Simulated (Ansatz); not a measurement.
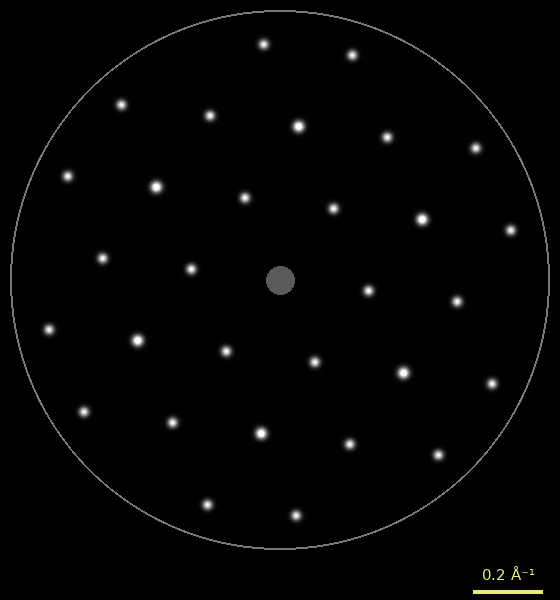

Simulated LEED pattern at 140 eV and normal incidence, from the upper face of a slab model. Spot positions follow from the surface net; brightness is a rough single-scattering estimate from the outer layers, good only for telling present from absent.

> Find the real-space surface cell from the pattern.

The spots form a hexagonal reciprocal net with shortest vectors 0.262 and 0.262 Å⁻¹ at 60.0°. The primitive real-space mesh has edges 4.41 and 4.41 Å at 60.0° (or its supplement) and area 16.9 Å².

The slab has composition TiAl4 (5 atoms a cell, 2.8 Å thick). Structure: coordinates from a relaxation with Ansatz 0.2.0, DFT PBE, scalar-relativistic, plane waves, PAW; the starting structure was generated, so it need not be a known form of this composition.
